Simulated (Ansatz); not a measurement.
# Geometry relaxation of Si2NH6OF (part 2 of 2)

Si2NH6OF, SMILES N[SiH2][SiH](O)F; RKS CAM-B3LYP-D4/def2-SVP (Ansatz 0.2.0). It belongs to a series of runs on one base structure; here: end point B relaxed.

Geometry of the input (Å):
```
N  -1.5612  -0.0189  -1.0744
Si 0.0942  -0.0824  -1.0710
Si 1.0388  -0.5108  -3.1671
O  0.3484  0.3301  -4.3606
F  0.9091  -2.0511  -3.5562
H  -2.0012  -0.7518  -0.5843
H  -1.9080  -0.0661  -2.0420
H  0.5155  1.2419  -0.5798
H  0.5106  -1.0988  -0.0963
H  2.5135  -0.1516  -3.2119
H  -0.4681  -0.1396  -4.7951
```

### Trajectory as extended XYZ, continued
```
11
Properties=species:S:1:pos:R:3:forces:R:3 step=6 energy=-22098.56722
N    -1.5694   -0.2499   -1.1793   -0.7870   0.0036  -0.3105
Si    0.1393   -0.0483   -1.0784    0.0283   0.0997   0.0136
Si    1.1087   -0.5132   -3.1572   -0.0337  -0.0383  -0.0719
O     0.3570    0.3449   -4.3579    0.0424   0.0831  -0.0208
F     0.8570   -2.0957   -3.4596    0.0158  -0.0061   0.0169
H    -2.0643   -0.9370   -0.6181    0.1480   0.1181  -0.0381
H    -2.2000    0.1877   -1.8611    0.5497  -0.1769   0.3762
H     0.5503    1.3243   -0.6423    0.0222  -0.0268  -0.0227
H     0.6130   -1.0121   -0.0471    0.0188  -0.0204   0.0004
H     2.5678   -0.2606   -3.2779    0.0065   0.0158   0.0110
H    -0.3678   -0.0392   -4.8598   -0.0109  -0.0517   0.0460
11
Properties=species:S:1:pos:R:3:forces:R:3 step=7 energy=-22098.60304
N    -1.5860   -0.3763   -1.2813    0.0441  -0.0045   0.0152
Si    0.1139   -0.0801   -1.1156    0.1045  -0.0842  -0.0544
Si    1.1433   -0.5278   -3.1749   -0.1901   0.2917  -0.2304
O     0.4129    0.3093   -4.4173   -0.0179  -0.1633   0.1056
F     0.9372   -2.1106   -3.4649    0.0171  -0.2228   0.0104
H    -2.0922   -0.7815   -0.5010   -0.0614   0.0793  -0.0691
H    -2.1789    0.2050   -1.8640    0.0023  -0.0441   0.0693
H     0.4986    1.2972   -0.6736   -0.0205   0.0355   0.0211
H     0.6124   -1.0297   -0.0808   -0.0175   0.0003   0.0008
H     2.5999   -0.2382   -3.2614   -0.0914   0.0498   0.0005
H    -0.4695    0.0337   -4.7039    0.2309   0.0622   0.1310
11
Properties=species:S:1:pos:R:3:forces:R:3 step=8 energy=-22098.62407
N    -1.5963   -0.3355   -1.3147   -0.0501  -0.0772   0.0791
Si    0.1211   -0.1377   -1.1290   -0.0915   0.0454   0.0476
Si    1.1483   -0.5393   -3.1908    0.0779   0.0818  -0.0921
O     0.3619    0.2090   -4.4452   -0.2041  -0.1226   0.0669
F     1.1315   -2.1493   -3.4378    0.0242   0.0754   0.0158
H    -2.1561   -0.6639   -0.5312    0.0934   0.0596  -0.0943
H    -2.1331    0.3067   -1.8880    0.0256   0.0001   0.0073
H     0.5477    1.2173   -0.6418    0.0177  -0.0437  -0.0060
H     0.5831   -1.1343   -0.1225   -0.0383  -0.0010  -0.0061
H     2.5562   -0.0656   -3.2633   -0.0693  -0.0684  -0.0391
H    -0.5727   -0.0064   -4.5743    0.2146   0.0505   0.0208
11
Properties=species:S:1:pos:R:3:forces:R:3 step=10 energy=-22098.62970
N    -1.5917   -0.3380   -1.3356   -0.0230  -0.0094  -0.0049
Si    0.1217   -0.1397   -1.1269    0.0270   0.0079   0.0769
Si    1.1609   -0.5258   -3.1895    0.0065  -0.0270  -0.0981
O     0.3390    0.1957   -4.4356   -0.0914  -0.0543   0.0717
F     1.1579   -2.1382   -3.4176    0.0153   0.0345   0.0115
H    -2.1560   -0.6434   -0.5484    0.0400   0.0158  -0.0318
H    -2.1147    0.3146   -1.9089   -0.0143   0.0225  -0.0195
H     0.5557    1.2027   -0.6166   -0.0076  -0.0086   0.0042
H     0.5520   -1.1503   -0.1205    0.0025  -0.0024  -0.0188
H     2.5641   -0.0566   -3.3094   -0.0493   0.0009   0.0127
H    -0.5972   -0.0201   -4.5296    0.0944   0.0202  -0.0038
11
Properties=species:S:1:pos:R:3:forces:R:3 step=11 energy=-22098.63628
N    -1.5780   -0.3094   -1.3720   -0.0282   0.0840  -0.1178
Si    0.1332   -0.1441   -1.1153    0.0519  -0.0628   0.0233
Si    1.1637   -0.5229   -3.1858    0.0480  -0.0579  -0.0710
O     0.2829    0.1595   -4.4132    0.1448  -0.0110   0.0761
F     1.2272   -2.1384   -3.4037   -0.0171   0.1449   0.0353
H    -2.1645   -0.6217   -0.6073   -0.0361  -0.0263   0.0653
H    -2.0765    0.3738   -1.9349    0.0404  -0.0229   0.0225
H     0.5782    1.1784   -0.5624   -0.0054  -0.0333  -0.0104
H     0.5273   -1.1951   -0.1345   -0.0130   0.0308  -0.0071
H     2.5447   -0.0013   -3.3386   -0.0449  -0.0013  -0.0034
H    -0.6465   -0.0778   -4.4710   -0.1404  -0.0444  -0.0129
11
Properties=species:S:1:pos:R:3:forces:R:3 step=12 energy=-22098.64395
N    -1.5606   -0.2710   -1.4298   -0.2715  -0.1365   0.3487
Si    0.1489   -0.1667   -1.1042    0.0261  -0.0449   0.0327
Si    1.1768   -0.5089   -3.1836   -0.0010  -0.1765  -0.1320
O     0.2041    0.1070   -4.3819    0.1647  -0.0731   0.1422
F     1.3268   -2.1274   -3.3729   -0.0325   0.3108   0.0131
H    -2.1887   -0.5850   -0.6810    0.3088   0.1587  -0.3641
H    -2.0125    0.4569   -1.9744    0.0138   0.0203   0.0050
H     0.6180    1.1270   -0.5015   -0.0317  -0.0569  -0.0098
H     0.4768   -1.2568   -0.1368   -0.0259   0.0702  -0.0681
H     2.5232    0.0858   -3.3968   -0.1156  -0.0257   0.0007
H    -0.7214   -0.1599   -4.3758   -0.0351  -0.0463   0.0316
11
Properties=species:S:1:pos:R:3:forces:R:3 step=13 energy=-22098.65669
N    -1.5391   -0.2141   -1.4971   -0.1863   0.1161   0.1085
Si    0.1643   -0.1862   -1.0935   -0.0204  -0.0867   0.1090
Si    1.1918   -0.4943   -3.1781    0.0418  -0.3009  -0.2364
O     0.1094    0.0347   -4.3251    0.0254  -0.1678   0.1260
F     1.4538   -2.1072   -3.3538   -0.0889   0.5342   0.0370
H    -2.2008   -0.5341   -0.7853    0.2116   0.1227  -0.2427
H    -1.9389    0.5748   -2.0094    0.1311  -0.1954   0.1511
H     0.6552    1.0617   -0.4091   -0.0597  -0.1048  -0.0617
H     0.4093   -1.3332   -0.1600   -0.0388   0.1406  -0.1267
H     2.4858    0.1926   -3.4725   -0.2330  -0.0906   0.0505
H    -0.7993   -0.2937   -4.2548    0.2171   0.0326   0.0855
11
Properties=species:S:1:pos:R:3:forces:R:3 step=14 energy=-22098.67310
N    -1.5210   -0.1720   -1.5342   -0.0566   0.1639  -0.0394
Si    0.1710   -0.2061   -1.0866   -0.0112  -0.0510   0.0638
Si    1.1958   -0.4837   -3.1741   -0.0664  -0.2776  -0.3186
O     0.0525   -0.0257   -4.2964    0.1703  -0.1587   0.1610
F     1.5392   -2.0801   -3.3431   -0.0905   0.4712   0.0309
H    -2.2042   -0.4883   -0.8506    0.0224   0.0341  -0.0391
H    -1.8797    0.6502   -2.0225    0.1101  -0.1769   0.1079
H     0.6779    1.0104   -0.3639   -0.0458  -0.0850  -0.0299
H     0.3582   -1.3847   -0.1832   -0.0188   0.1200  -0.1007
H     2.4398    0.2677   -3.5071   -0.1822  -0.0759   0.0482
H    -0.8380   -0.3868   -4.1770    0.1686   0.0359   0.1160
11
Properties=species:S:1:pos:R:3:forces:R:3 step=16 energy=-22098.69734
N    -1.4856   -0.0610   -1.6087    0.0183   0.0484   0.0234
Si    0.1753   -0.2741   -1.0800   -0.0658   0.1334  -0.1026
Si    1.1939   -0.4591   -3.1809   -0.2588  -0.3406  -0.4949
O    -0.0676   -0.2397   -4.2636    0.1785  -0.2572   0.5592
F     1.7957   -1.9807   -3.3037   -0.1312   0.4587  -0.0264
H    -2.2331   -0.3016   -0.9650   -0.0451   0.0195   0.0281
H    -1.7174    0.8065   -2.0922    0.0430  -0.1114   0.0626
H     0.7433    0.8445   -0.2568   -0.0509  -0.0888   0.0226
H     0.2279   -1.5302   -0.2773   -0.0012   0.0720  -0.0516
H     2.2801    0.4784   -3.5787   -0.1204  -0.1167   0.0328
H    -0.9210   -0.5821   -3.9317    0.4337   0.1828  -0.0533
11
Properties=species:S:1:pos:R:3:forces:R:3 step=17 energy=-22098.71387
N    -1.5032   -0.0364   -1.6022    0.0614   0.0108  -0.0368
Si    0.1660   -0.2625   -1.1055   -0.0761   0.0092   0.1376
Si    1.2140   -0.4681   -3.1924   -0.2864  -0.1886  -0.4129
O    -0.0618   -0.2847   -4.2540    0.1455  -0.1854   0.3909
F     1.8496   -1.9703   -3.3163   -0.1119   0.3452   0.0358
H    -2.2434   -0.2728   -0.9455    0.0471   0.0149  -0.0304
H    -1.7354    0.8333   -2.0782    0.0078  -0.0455   0.0313
H     0.7214    0.8150   -0.2218    0.0026  -0.0420  -0.0706
H     0.2149   -1.5369   -0.3343   -0.0073   0.0226  -0.0263
H     2.2759    0.4835   -3.6071   -0.0605  -0.0726   0.0440
H    -0.9065   -0.5990   -3.8814    0.2779   0.1312  -0.0628
11
Properties=species:S:1:pos:R:3:forces:R:3 step=18 energy=-22098.72395
N    -1.5002   -0.0358   -1.6144    0.0065  -0.0285   0.0086
Si    0.1634   -0.2602   -1.1063    0.0692  -0.0282   0.0460
Si    1.2126   -0.4700   -3.1933   -0.2152  -0.0175  -0.1636
O    -0.0628   -0.3058   -4.2412    0.0584  -0.0601   0.1244
F     1.8566   -1.9591   -3.3075    0.0105   0.0479   0.0121
H    -2.2430   -0.2852   -0.9659    0.0237   0.0104  -0.0240
H    -1.7336    0.8389   -2.0760   -0.0150   0.0382  -0.0056
H     0.7276    0.8141   -0.2278   -0.0308  -0.0250  -0.0212
H     0.2115   -1.5418   -0.3497   -0.0188   0.0212   0.0152
H     2.2670    0.4789   -3.6143    0.0130   0.0032   0.0186
H    -0.9075   -0.5730   -3.8423    0.0986   0.0385  -0.0105
11
Properties=species:S:1:pos:R:3:forces:R:3 step=19 energy=-22098.61440 accepted=F
N    -1.4240    0.0279   -1.6410   -0.5445  -0.2335  -0.0628
Si    0.2067   -0.3225   -1.0896   -0.3865   0.5414  -0.3678
Si    1.1528   -0.4903   -3.2324    1.1403   0.1071   0.5146
O    -0.0848   -0.3876   -4.2953   -0.1568  -0.0071  -0.0810
F     1.9135   -1.9222   -3.3082   -0.0127  -0.1617  -0.1670
H    -2.1689   -0.3371   -1.0578   -0.1944   0.0493   0.0186
H    -1.7115    0.9319   -2.0221    0.3109  -0.1967   0.1578
H     0.7113    0.7832   -0.2401    0.3505   0.0692   0.1409
H     0.1270   -1.5417   -0.2425    0.0386  -0.0925  -0.1503
H     2.1765    0.5280   -3.5875   -0.0765  -0.0527  -0.0560
H    -0.9070   -0.5686   -3.8222   -0.4689  -0.0228   0.0530
11
Properties=species:S:1:pos:R:3:forces:R:3 step=21 energy=-22098.72878
N    -1.4850   -0.0118   -1.6459   -0.0578  -0.0256  -0.0054
Si    0.1691   -0.2672   -1.1129    0.0717  -0.0058  -0.0091
Si    1.2118   -0.4821   -3.2053    0.0110   0.0181  -0.0047
O    -0.0815   -0.3641   -4.2247   -0.0481  -0.0350   0.0304
F     1.9069   -1.9469   -3.3173    0.0004   0.0048   0.0082
H    -2.2348   -0.3186   -1.0325   -0.0215   0.0061   0.0118
H    -1.7213    0.8990   -2.0319    0.0087   0.0102  -0.0060
H     0.7233    0.8040   -0.2293    0.0000  -0.0067   0.0035
H     0.1756   -1.5454   -0.3503   -0.0099   0.0040   0.0015
H     2.2421    0.4940   -3.6269    0.0021  -0.0027  -0.0030
H    -0.9147   -0.5601   -3.7615    0.0434   0.0327  -0.0273
11
Properties=species:S:1:pos:R:3:forces:R:3 step=22 energy=-22098.72927
N    -1.4867   -0.0127   -1.6455   -0.0266  -0.0206  -0.0128
Si    0.1694   -0.2683   -1.1151    0.0347  -0.0014   0.0085
Si    1.2127   -0.4815   -3.2068    0.0110   0.0046  -0.0063
O    -0.0820   -0.3708   -4.2251   -0.0160  -0.0144   0.0165
F     1.9122   -1.9448   -3.3134   -0.0024   0.0105   0.0038
H    -2.2358   -0.3133   -1.0281   -0.0155   0.0017   0.0067
H    -1.7209    0.8971   -2.0350    0.0047   0.0171  -0.0028
H     0.7220    0.8005   -0.2276    0.0048  -0.0033   0.0010
H     0.1739   -1.5474   -0.3539   -0.0027   0.0012  -0.0012
H     2.2413    0.4953   -3.6312   -0.0004  -0.0029   0.0000
H    -0.9146   -0.5532   -3.7570    0.0084   0.0075  -0.0135
11
Properties=species:S:1:pos:R:3:forces:R:3 step=23 energy=-22098.72950
N    -1.4866   -0.0106   -1.6505   -0.0147   0.0095   0.0083
Si    0.1698   -0.2704   -1.1157    0.0067   0.0004  -0.0005
Si    1.2131   -0.4802   -3.2077   -0.0065  -0.0062  -0.0037
O    -0.0857   -0.3840   -4.2221    0.0130  -0.0011  -0.0005
F     1.9232   -1.9383   -3.3096    0.0027   0.0026  -0.0003
H    -2.2380   -0.3065   -1.0328    0.0032  -0.0038   0.0005
H    -1.7153    0.9043   -2.0329    0.0097  -0.0005  -0.0040
H     0.7250    0.7933   -0.2237   -0.0064  -0.0023   0.0011
H     0.1680   -1.5521   -0.3590    0.0016   0.0003  -0.0018
H     2.2350    0.5015   -3.6366   -0.0012   0.0016  -0.0003
H    -0.9169   -0.5563   -3.7481   -0.0082  -0.0007   0.0013
```

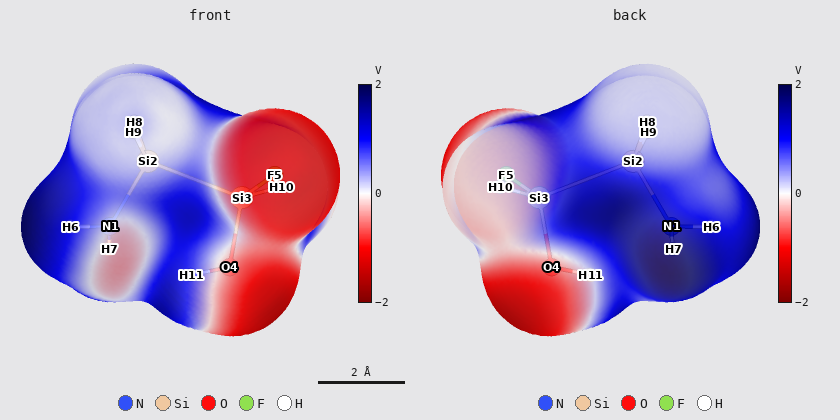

*The molecular electrostatic potential painted on the density surface at 0.002 e/bohr³, seen face on and from behind; the colour scale runs from red (negative) to blue (positive).*

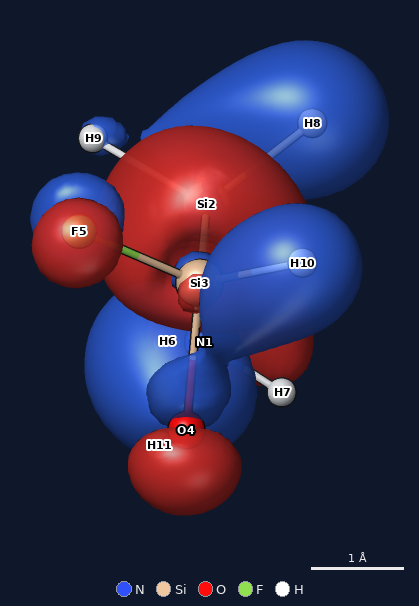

*One frontier orbital at ±0.1 Å⁻³ᐟ² (blue and red are the two phases), seen at an oblique angle.*

The HOMO, at −8.85 eV. It lies mainly on N1 (25 %), Si2 (25 %), Si3 (20 %) and H8 (10 %).
